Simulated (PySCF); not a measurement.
# C₃H₁₁BNP: what the fields show

```yaml
atoms:
  - { symbol: P, position_ang: [-2.3597, 1.1355, 0.9286] }
  - { symbol: B, position_ang: [0.1823, -1.7985, -1.8370] }
  - { symbol: N, position_ang: [0.1776, -0.8388, -0.8494] }
  - { symbol: C, position_ang: [1.2824, -0.3801, -0.0806] }
  - { symbol: C, position_ang: [1.0882, -0.0186, 1.3642] }
  - { symbol: C, position_ang: [1.3509, 1.0568, 0.3494] }
  - { symbol: H, position_ang: [-1.9397, 1.7276, 2.1105] }
  - { symbol: H, position_ang: [-2.8955, 0.0434, 1.5981] }
  - { symbol: H, position_ang: [-3.5685, 1.8121, 0.9550] }
  - { symbol: H, position_ang: [1.1900, -2.3306, -2.1135] }
  - { symbol: H, position_ang: [-0.8259, -2.0580, -2.3740] }
  - { symbol: H, position_ang: [-0.6774, -0.3601, -0.5898] }
  - { symbol: H, position_ang: [2.2057, -0.8720, -0.3592] }
  - { symbol: H, position_ang: [0.0861, -0.0918, 1.7665] }
  - { symbol: H, position_ang: [1.8624, -0.2672, 2.0734] }
  - { symbol: H, position_ang: [0.5250, 1.6998, 0.0790] }
  - { symbol: H, position_ang: [2.3091, 1.5527, 0.3555] }
```

Geometry: GFN2-xTB; at this geometry the atoms fall into two loosely joined parts.

Method: PBE0/pcSseg-1, SCF density, gas phase, non-relativistic in PySCF 2.14.0.

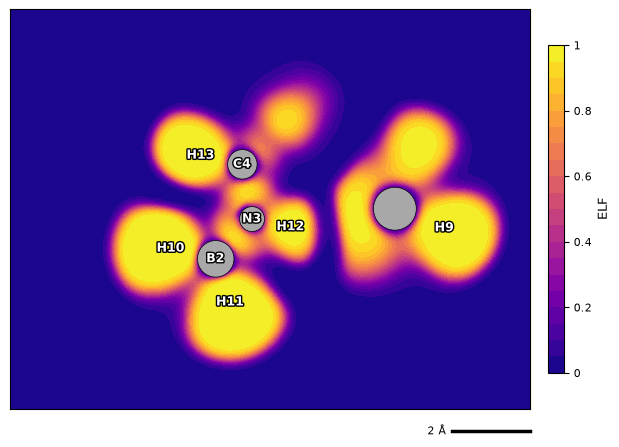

Figure 1. ELF on the plane of atoms N3, B2 and H10. Grey discs cover the atomic cores.

Describe what can be read from this map.

The section cuts through B, N, C and H sites. B–N (1.38 Å): the ELF peaks at about 0.90 between the atoms (a short, strongly polar bond). C–N (1.42 Å): the ELF peaks at about 0.95 between the atoms (localised, covalent bonding). N–H (1.01 Å): the ELF climbs to about 1 towards the hydrogen, as it does in any bond to H: an ordinary covalent bond to hydrogen. C–H (1.08 Å): the ELF climbs to about 1 towards the hydrogen: a covalent bond by its length. B–H (1.17 Å): the ELF climbs to about 1 towards the hydrogen; a covalent bond by its length.

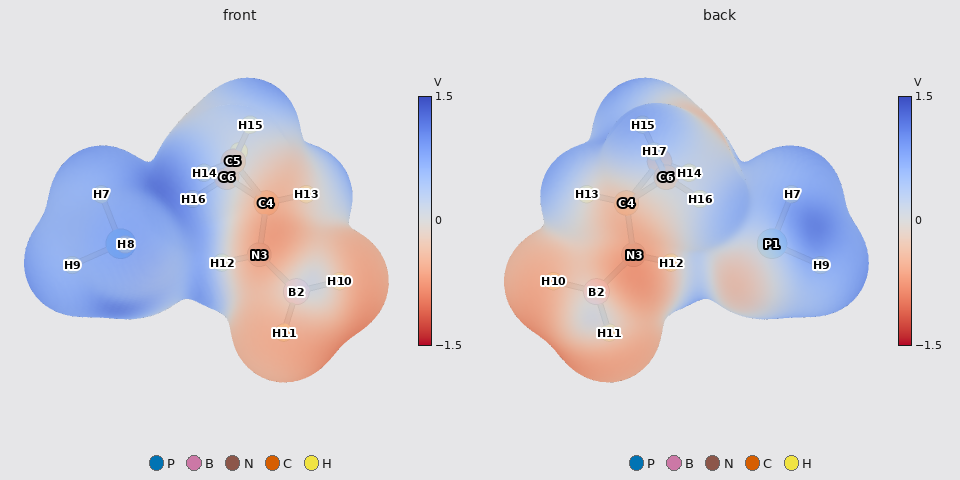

Figure 2. The molecular electrostatic potential painted on the density surface at 0.002 e/bohr³, seen from the front and from behind; red is negative and blue positive.

Which sites attract a positive test charge, and which a negative one?

A positive charge is drawn to the negative regions and a negative charge to the positive ones. The most negative region (about −0.8 V, or −18 kcal/mol for a unit charge) lies over N3, the most positive (about +1.1 V, or +25 kcal/mol for a unit charge) over P1 and H14.

What dipole moment does the calculation give?

Its dipole moment is 3.13 D.

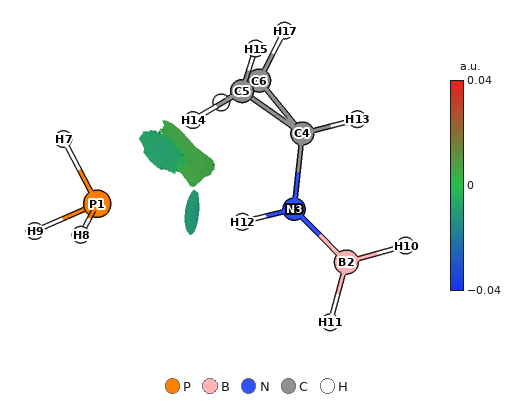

Figure 3. Non-covalent interaction (NCI) plot: the surface where the reduced density gradient is 0.5, for densities under 0.05 a.u., coloured by sign(λ₂)ρ; seen across its widest extent.

Which non-covalent interactions does the plot reveal?

- Between H12 on one side and P1 on the other: a weakly attractive contact (blue-green)
- Between H14 on one side and P1 on the other: a weak contact (green)
